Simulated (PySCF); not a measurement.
# singlet GeSiH4F− at 6 levels

Wanted: a comparison of 6 runs (B3LYP/def2-SVPD, M06-L/def2-SVPD, PBE/def2-SVPD, PBE0/def2-SVPD, revPBE/def2-SVPD, CCSD(T)/def2-SVPD) of singlet GeSiH4F−. 

Program for the calculation: PySCF 2.14.0.

1 further run of the same task is left out (set aside as unsound or not needed).

## (1) The molecule

The species is GeSiH4F− (7 atoms), meant as a singlet with charge -1. SMILES of the parent species: `F[SiH][GeH3]`. Geometry: relaxed at PBE0-D4/def2-TZVP. That shape belongs to the parent species and isn't relaxed for this state.

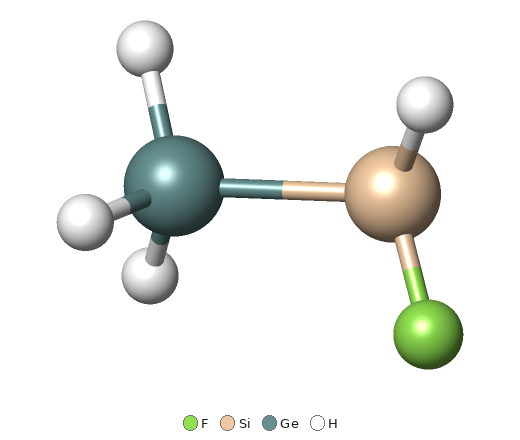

The structure, seen from a chosen angle (fluorine green, silicon light orange, germanium teal, hydrogen white).

## (2) A single-point energy at B3LYP/def2-SVPD (run 1)

Input file job.py:

```python
from pyscf import gto, dft

system = gto.Mole()
system.atom = [
    ('F', (-0.828200, -1.797600, 1.409500)),
    ('Si', (-0.880400, -1.140500, -0.059400)),
    ('Ge', (0.333800, 0.913400, -0.081600)),
    ('H', (-0.325400, -2.158700, -1.001700)),
    ('H', (0.289700, 1.465200, -1.516000)),
    ('H', (-0.331000, 1.924700, 0.863100)),
    ('H', (1.802700, 0.725500, 0.340400)),
]
system.basis = 'def2-svpd'
system.max_memory = 1860
system.verbose = 4
system.charge = -1
system.build()

ks = dft.RKS(system, xc='b3lyp')
ks.grids.level = 5
ks.conv_tol = 1e-10
ks.kernel()
if not ks.converged:
    ks = ks.newton().run(ks.mo_coeff, ks.mo_occ)

e_tot = ks.e_tot
print(f'total energy: {e_tot:.8f} hartree')
```

Run with:

```console
$ OMP_NUM_THREADS=1 python job.py
```

Standard output:

```text
PySCF version 2.14.0

[... 77 lines left out ...]
converged SCF energy = -2468.42920669163
total energy: -2468.42920669 hartree
```

Wall time 27 s (1 thread of Intel Xeon at 2.70GHz, shared host); peak memory 0.65 GiB.

## (3) A single-point energy at M06-L/def2-SVPD (run 2)

Input file job.py:

```python
from pyscf import gto, dft

system = gto.Mole()
system.atom = '''
F       -0.828200      -1.797600       1.409500
Si      -0.880400      -1.140500      -0.059400
Ge       0.333800       0.913400      -0.081600
H       -0.325400      -2.158700      -1.001700
H        0.289700       1.465200      -1.516000
H       -0.331000       1.924700       0.863100
H        1.802700       0.725500       0.340400
'''
system.basis = 'def2-svpd'
system.charge = -1
system.max_memory = 1860
system.verbose = 4
system.build()

mf = dft.RKS(system)
mf.xc = 'm06-l'
mf.conv_tol = 1e-10
mf.grids.level = 5
mf.kernel()
if not mf.converged:
    mf = mf.newton().run(mf.mo_coeff, mf.mo_occ)

e_tot = mf.e_tot
print('Final energy', e_tot)
```

Run with:

```console
$ OMP_NUM_THREADS=1 python job.py
```

Standard output:

```text
PySCF version 2.14.0

[... 81 lines left out ...]
converged SCF energy = -2468.27853337511
Final energy -2468.278533375115
```

Wall time 49 s (1 thread of Intel Xeon at 2.70GHz, shared host); peak memory 0.67 GiB.

Runs 3 to 4 aren't shown in full; the table further down has their settings and results.

## (4) A single-point energy at revPBE/def2-SVPD (run 5)

Input file job.py:

```python
from pyscf import gto, dft

molecule = gto.M(
    atom='''
F     -0.828200    -1.797600     1.409500
Si    -0.880400    -1.140500    -0.059400
Ge     0.333800     0.913400    -0.081600
H     -0.325400    -2.158700    -1.001700
H      0.289700     1.465200    -1.516000
H     -0.331000     1.924700     0.863100
H      1.802700     0.725500     0.340400
''',
    charge=-1,
    max_memory=1860,
    spin=0,
    verbose=4,
    basis='def2-svpd',
)

myscf = dft.RKS(molecule, xc='revpbe')
myscf.conv_tol = 1e-10
myscf.grids.level = 5
myscf.kernel()
if not myscf.converged:
    myscf = myscf.newton().run(myscf.mo_coeff, myscf.mo_occ)

energy = myscf.e_tot
print('Final energy', energy)
```

Run with:

```console
$ OMP_NUM_THREADS=1 python job.py
```

Standard output:

```text
PySCF version 2.14.0

[... 81 lines left out ...]
converged SCF energy = -2468.10068809656
Final energy -2468.1006880965615
```

Wall time 30 s (1 thread of Intel Xeon at 2.70GHz, shared host); peak memory 0.65 GiB.

## (5) The energy at CCSD(T)/def2-SVPD (run 6)

Input file mol.xyz:

```xyz
7
FGeH4Si
F     -0.828200    -1.797600     1.409500
Si    -0.880400    -1.140500    -0.059400
Ge     0.333800     0.913400    -0.081600
H     -0.325400    -2.158700    -1.001700
H      0.289700     1.465200    -1.516000
H     -0.331000     1.924700     0.863100
H      1.802700     0.725500     0.340400
```

Input file job.py:

```python
from pyscf import gto, scf, cc

mol = gto.Mole()
mol.atom = 'mol.xyz'
mol.spin = 0
mol.verbose = 4
mol.basis = 'def2-svpd'
mol.charge = -1
mol.max_memory = 1860
mol.build()

hf = scf.RHF(mol)
hf.conv_tol = 1e-10
hf.kernel()
if not hf.converged:
    hf = hf.newton().run(hf.mo_coeff, hf.mo_occ)

mycc = cc.CCSD(hf, frozen=15)
mycc.kernel()
e_t = mycc.ccsd_t()
e_final = mycc.e_tot + e_t
print('E(%s) = %.9f' % ('CCSD(T)', e_final))
```

Run with:

```console
$ OMP_NUM_THREADS=1 python job.py
```

Standard output:

```text
PySCF version 2.14.0

[... 67 lines left out ...]
converged SCF energy = -2465.6502980951
[... 12 lines left out ...]
Init t2, MP2 energy = -2466.20126016264  E_corr(MP2) -0.550962067538475
[... 15 lines left out ...]
CCSD converged
[... 2 lines left out ...]
E(CCSD(T)) = -2466.248134465
```

It took 1.8 min on 1 thread of Intel Xeon at 2.70GHz, shared host; peak memory 0.94 GiB.

## (6) The series

```
run              level  integration grid  frozen core orbitals   energy (Eh)  HOMO energy (eV)  LUMO energy (eV)  HOMO–LUMO gap (eV)  wall time
  1    B3LYP/def2-SVPD                 5                     –  -2468.429207              0.89              3.75                2.86       27 s
  2    M06-L/def2-SVPD                 5                     –  -2468.278533              1.58              4.11                2.53       49 s
  3      PBE/def2-SVPD                 5                     –  -2467.790040              1.56              3.40                1.84       32 s
  4     PBE0/def2-SVPD                 5                     –  -2467.875297              0.76              3.98                3.22       27 s
  5   revPBE/def2-SVPD                 5                     –  -2468.100688              1.62              3.44                1.83       30 s
  6  CCSD(T)/def2-SVPD                 –                    15  -2466.248134             -1.05              5.62                6.67    1.8 min
```

## (7) What came out

| quantity | value |
| --- | --- |
| run 6: total energy | -2466.24813 Eh |
| run 6: HOMO energy (Hartree–Fock orbitals) | -1.05 eV |
| run 6: LUMO energy (Hartree–Fock orbitals) | 5.62 eV |
| run 6: HOMO–LUMO gap (to an unbound level, set by the basis) | 6.67 eV |
| run 6: correlation energy (15 core orbitals frozen) | -597.8 mEh |
| run 6: (T) correction | -16.53 mEh |
| run 6: T1 diagnostic | 0.014 |

Over runs 1, 2, 3, 4, 5 the HOMO–LUMO gap runs from 1.83 eV (revPBE/def2-SVPD) to 3.22 eV (PBE0/def2-SVPD). The empty levels of an anion lie above zero and hang on the basis. Totals of different functionals can't be ranked against each other. In runs 1, 2, 3, 4, 5 the HOMO lies above zero, so the outermost electron may be held by the basis alone. All runs together took 4.5 min, the longest 1.8 min.
